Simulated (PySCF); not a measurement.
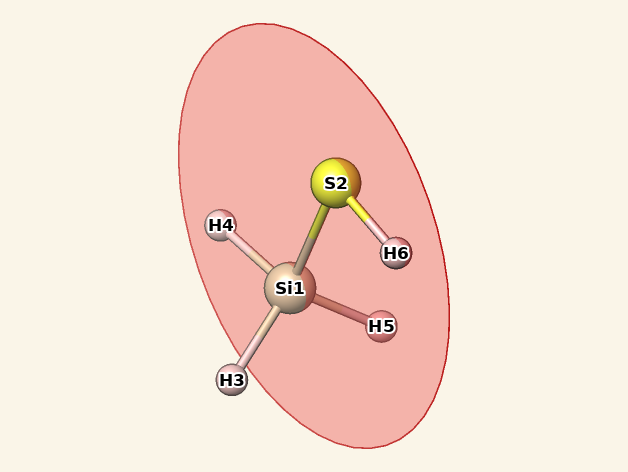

A disc through the centre of mass is drawn in. Distant atoms are faded towards the background colour. The computed structure is the end point of a PBE0-D3(BJ)/def2-SVP optimisation. No frequency run is at hand to confirm it as a minimum.

**Is the plane of the disc a mirror plane of the structure?**

Yes. The reflection leaves Si1, S2, H4, H6 in place and moves H3 ↔ H5. The point group is Cs.
